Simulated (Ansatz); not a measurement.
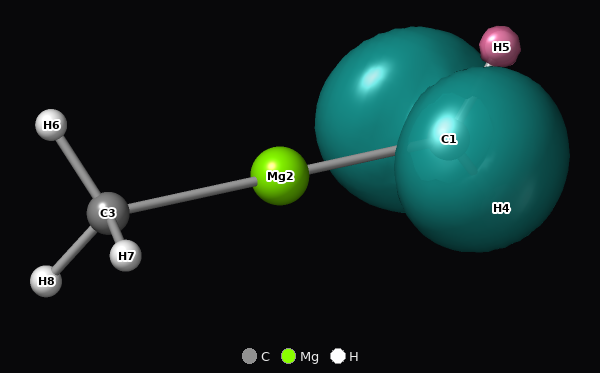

*C2H5Mg (SMILES [CH2][Mg][CH3]) (doublet). Isosurfaces of the spin density at +0.03 (teal) and −0.03 e/Å³ (pink), seen at a tilt.*

These are results of UKS BLYP-D4/def2-SVP in Ansatz 0.2.0, not measurements.

```xyz
8

C    -1.3224    1.2525   -1.4692
Mg   -0.1409    0.1374   -0.1774
C     1.0576   -0.9947    1.1383
H    -2.1114    0.8455   -2.1369
H    -1.2694    2.3537   -1.6054
H     1.4065   -0.3905    2.0040
H     1.9654   -1.3949    0.6363
H     0.5069   -1.8663    1.5546
```

**Where is the unpaired spin?**

The unpaired spin (1 electron) lies mostly on C1 (about 0.8) and Mg2 (about 0.1), in electrons by Hirshfeld's partition.
